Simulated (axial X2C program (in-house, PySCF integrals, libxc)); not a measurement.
# Linear NSiN at several levels

How do method and spin–orbit coupling move the bonds and stretches of NSiN, held linear?

Program: an in-house X2C program for linear molecules on PySCF integrals. Level of theory: all-electron X2C, two-component (2c) or spin-free, N dyall-av3z, Si dyall-v3z. These are calculated values, not measurements.

All values are calculated.

2 further runs of the same task are left out: 2 set aside as unsound or not needed.

## 1. Set-up

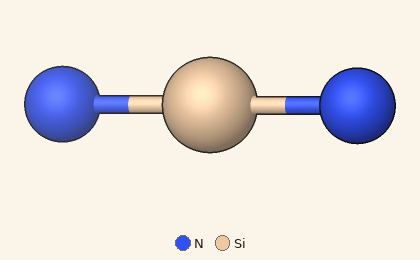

The atoms on one line, bonds 1.670 and 1.670 Å (nitrogen blue, silicon light orange).

Input file task.json:

```json
{
 "zs": [
  7,
  14,
  7
 ],
 "q": 0,
 "bas": [
  "dyall-av3z",
  "dyall-v3z",
  "dyall-av3z"
 ],
 "r0": [
  1.67,
  1.67
 ],
 "symm": 1,
 "scan": [
  "PBE0",
  "HF",
  "TPSSh"
 ],
 "levels": [
  "PBE0",
  "HF",
  "r2SCAN"
 ],
 "nst": 2
}
```

Keys: zs atomic numbers; q charge; bas basis sets; r0 starting distance in Å; symm equal bonds; scan levels of the two-bond scan; levels methods; nst determinants followed.

Run with:

```
> python solin.py task.json out
```

Masses N 14.003, Si 27.977, N 14.003 u.

## 2. Scan at PBE0, 2c

State: Ω = 1 (beyond evenly filled blocks: ω = -1/2, ω = 3/2). Energies above the lowest point, from the job's result record:

```csv
r(N–Si) (Å),r(Si–N) (Å),E (meV)
1.6039,1.6039,63.35
1.6039,1.6450,26.00
1.6039,1.6861,39.38
1.6450,1.6039,26.00
1.6450,1.6450,0.00
1.6450,1.6861,24.30
1.6450,1.7273,87.19
1.6861,1.6039,39.38
1.6861,1.6450,24.30
1.6861,1.6861,59.09
1.7273,1.6450,87.19
1.7273,1.7273,214.64
```

A quadratic surface with cubic terms in each bond gives the minimum at 1.644 and 1.644 Å, force constants 4.76, 4.76 and coupling 0.99 mdyn/Å.

## 3. Scan at HF, 2c

State: Ω = 1 (beyond evenly filled blocks: ω = -1/2, ω = 3/2). Energies above the lowest point, from the job's result record:

```
r(N–Si) (Å)  r(Si–N) (Å)  E (meV)
     1.6039       1.6039   177.05
     1.6039       1.6450   102.19
     1.6039       1.6861    77.69
     1.6450       1.6039   102.19
     1.6450       1.6450    33.60
     1.6450       1.6861    14.45
     1.6450       1.7273    33.77
     1.6861       1.6039    77.69
     1.6861       1.6450    14.45
     1.6861       1.6861     0.00
     1.7273       1.6450    33.77
     1.7273       1.7273    50.90
```

A quadratic surface with cubic terms in each bond gives the minimum at 1.680 and 1.680 Å, force constants 3.77, 3.77 and coupling 0.45 mdyn/Å.

## 4. Scan at TPSSh, 2c

State: Ω = 1 (beyond evenly filled blocks: ω = -1/2, ω = 3/2). Energies above the lowest point, from the job's result record:

```
r(N–Si) (Å)  r(Si–N) (Å)  E (meV)
     1.6039       1.6039    84.66
     1.6039       1.6450    36.80
     1.6039       1.6861    40.33
     1.6450       1.6039    36.80
     1.6450       1.6450     0.00
     1.6450       1.6861    14.19
     1.6450       1.7273    67.56
     1.6861       1.6039    40.33
     1.6861       1.6450    14.19
     1.6861       1.6861    38.69
     1.7273       1.6450    67.56
     1.7273       1.7273   174.85
```

A quadratic surface with cubic terms in each bond gives the minimum at 1.651 and 1.651 Å, force constants 4.64, 4.64 and coupling 0.97 mdyn/Å.

## 5. The levels side by side

| level | r(N–Si) (Å) | r(Si–N) (Å) | lower stretch (cm⁻¹) | upper stretch (cm⁻¹) |
| --- | --- | --- | --- | --- |
| PBE0, 2c | 1.644 | 1.644 | 834.8 | 955.9 |
| HF, 2c | 1.680 | 1.680 | 715.9 | 897.5 |
| TPSSh, 2c | 1.651 | 1.651 | 824.5 | 942.4 |
| PBE0, spin-free | 1.644 | 1.644 | 834.8 | 956.1 |
| HF, spin-free | 1.680 | 1.680 | 715.8 | 897.8 |
| TPSSh, spin-free | 1.651 | 1.651 | 824.5 | 942.7 |

Scans not shown above were run alike.

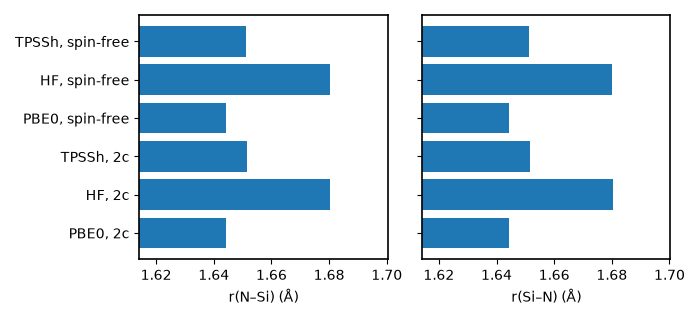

The two bond lengths by level.

**Reading.** Over the levels the N–Si bond spans 1.644 to 1.680 Å and the Si–N bond 1.644 to 1.680 Å. At PBE0 spin–orbit coupling leaves both bonds unchanged to 0.001 Å. Each state is one determinant, the lowest of a limited PBE0 search; the stretches come from a fit to few points and are good to some per cent at best. The stretches are sorted by size, and where the two bonds are alike the symmetric and antisymmetric modes can swap order between levels. The molecule was held linear; bending was not examined, so a bent shape may lie lower. Open-shell Ω = 0 determinants with evenly filled partner blocks cannot be reached by this program, so the Ω shown need not be the lowest component. Note: several unpaired electrons, one determinant need not be a pure state.
